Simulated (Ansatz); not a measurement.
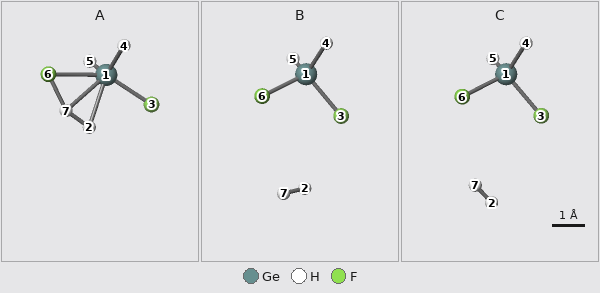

3 geometries from a converged minimum-energy path of GeH4F2, made up at the start of GeH3F and HF, shuffled. The picture is a ball-and-stick view, seen at a tilt.

Level of theory: Ansatz 0.2.0, RKS PBE/def2-SVP. Run with 9 movable images; climbing image; force threshold 0.03 eV/Å; iteration limit 60; starting path through a guess of the saddle point.

### One of them is the converged climbing image. Which?

A. In order along the path, whose images run from 0 to 10: A (image 2, +1.08 eV), C (image 7, −0.49 eV), B (image 8, −0.49 eV). Breaking: F6–H7 (0.94 → 1.29 at the top → 4.48 Å), Ge1–H2 (1.55 → 1.83 at the top → 3.84 Å). Forming: Ge1–F6 (2.84 → 2.02 at the top → 1.75 Å), H2–H7 (2.35 → 0.94 at the top → 0.77 Å).

Limits of the set-up: the start holds two separate molecules, 2.3 Å apart at their closest, whose relative position is a soft coordinate and is computed without a dispersion correction.
